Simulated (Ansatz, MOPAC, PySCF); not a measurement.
NH3 (SMILES N) and CH5N (SMILES CN) are pulled apart as rigid monomers along the line of their centres of mass, from the B3LYP-D3(BJ)/def2-TZVP minimum. Starting geometry (charge 0, multiplicity 1):
```xyz
11

N      0.3039    -0.1805     0.2000
H      0.1075     0.3243     1.0642
H      0.6198     0.4951    -0.4866
H     -0.5733    -0.5587    -0.1396
C     -0.0322    -0.6871     3.6376
N      0.1760     0.7051     3.2295
H      0.5086    -1.3397     2.9519
H     -1.0925    -0.9293     3.5515
H      0.2864    -0.9165     4.6621
H      1.1535     0.9582     3.3139
H     -0.3475     1.3393     3.8204
```

Interaction energies with rigid monomers; basis-set methods are counterpoise corrected unless marked otherwise.

Rows in 6-31G* carry no dispersion term and start afresh at each structure (6-31G* with six Cartesian d functions). The state that AM1 reach isn't checked.

Programs: Ansatz (Gaussian orbitals); MOPAC for AM1 (differences of heats of formation); PySCF for 6-31G* rows, the dispersion terms. Each number belongs to the level named beside it.

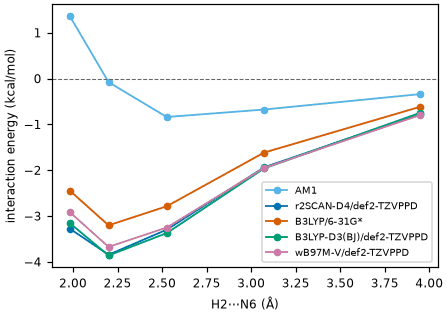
Figure: Interaction energy against separation

Which level binds most strongly at H2···N6 = 2.20, and by how much?

B3LYP-D3(BJ)/def2-TZVPPD, -3.9 kcal/mol.

Ansatz is a quantum-chemistry and plane-wave program.
